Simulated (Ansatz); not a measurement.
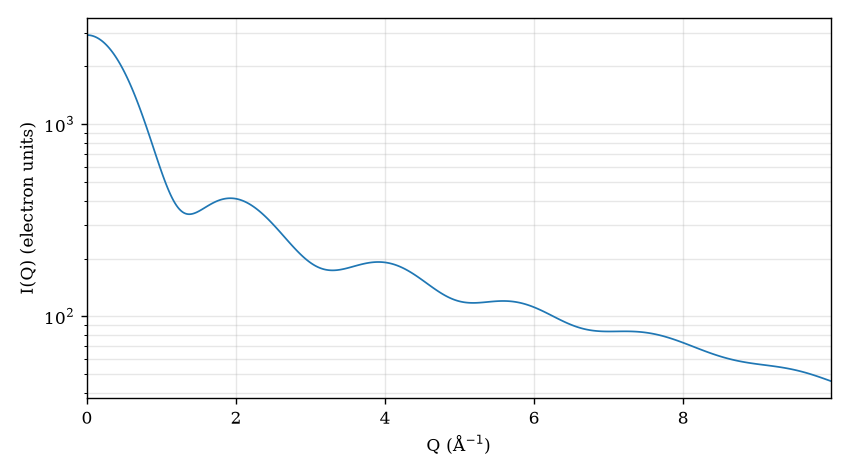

Elastic X-ray scattering of a randomly oriented, rigid molecule, calculated with the Debye equation from neutral-atom form factors (independent atoms, no Compton part, no vibration). The geometry is the end point of an optimisation (UKS PBE/def2-SVP (Ansatz 0.2.0)); it may be a saddle point or a higher isomer. It contains Si, Cl, H, N.

> How many electrons does the independent-atom model of the molecule hold?

I(0) is the square of the electron number: I(0) = 2910, so about 54 electrons, the count of ClH9N2Si.

> What radius of gyration does the initial fall-off give?

From I(Q) ≈ I(0) exp(−Q²R²/3) at small Q, R ≈ 2.30 Å. It is larger than the electron-weighted radius of the nuclear positions alone (2.18 Å), because each atom's electron cloud adds to it.
